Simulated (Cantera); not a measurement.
Input: 1 mol Si, 0.012 mol O₂, 1.6 mol H₂, at 3300 Torr.

Method: chemical equilibrium by Gibbs-energy minimisation in Cantera with the NASA 1993 tables (ideal gas, pure condensed phases). Candidate condensed phases: H₂O, Si, SiO₂; 18 gas species. Each liquid is taken as pure. Mutual solubility and eutectic melting of coexisting phases are not modelled. The tables hold silica as quartz up to 1696 K and as liquid above; real silica turns to tridymite and cristobalite and melts near 1996 K. Gases not in the tables: Si₂H₆ and higher silanes. Equilibrium is a limit: real reactors are often held back by kinetics, nucleation or transport.

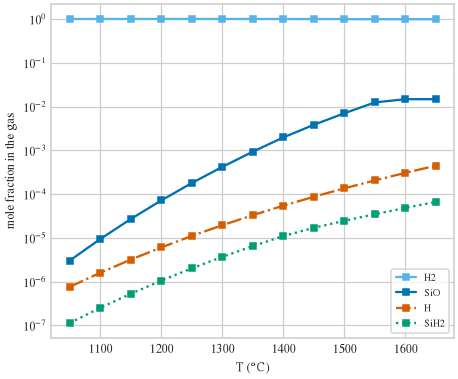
Equilibrium gas composition (values under 1e-9 drawn at 1e-9)

**Question.** Read off the mole fractions at 1650 °C.

**Answer.** H₂ about 0.98, SiO about 0.015, H about 0.00045, SiH₂ about 6.6e-5.
